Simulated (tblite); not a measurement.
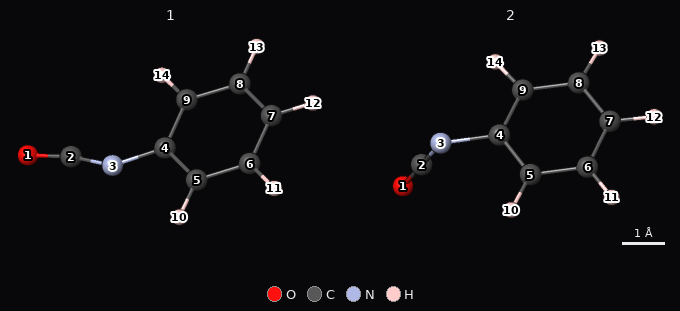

Two geometries of C₇H₅NO, drawn at one scale. One is the start of a relaxation, the other its converged end. The picture is a ball-and-stick view, seen at a tilt.

Level of theory: GFN2-xTB geometry optimisation, gas phase (tblite 0.8.0). 

Question: Which one is relaxed?

Answer: Structure 1 is the relaxed one. O1 moves most after the best rigid fit: 1.25 Å. Largest moves by element: O 1.25 Å, N 0.78 Å, H 0.52 Å, C 0.44 Å. Some distances before and after: O1–C2 1.255 → 1.158 Å, C2–N3 1.269 → 1.191 Å, N3–C4 1.443 → 1.374 Å, C4–C9 1.368 → 1.393 Å. Among the angles between lasting bonds that change: C2–N3–C4 118.0° → 146.7°, O1–C2–N3 179.7° → 169.8°, C6–C7–H12 116.1° → 120.1°. Groups turn about N3–C4 by about 80°. Over 77 geometry steps the energy falls by 105.1 kJ/mol. The run took 0.44 s on 1 thread of Arm Neoverse V1, on a shared host.
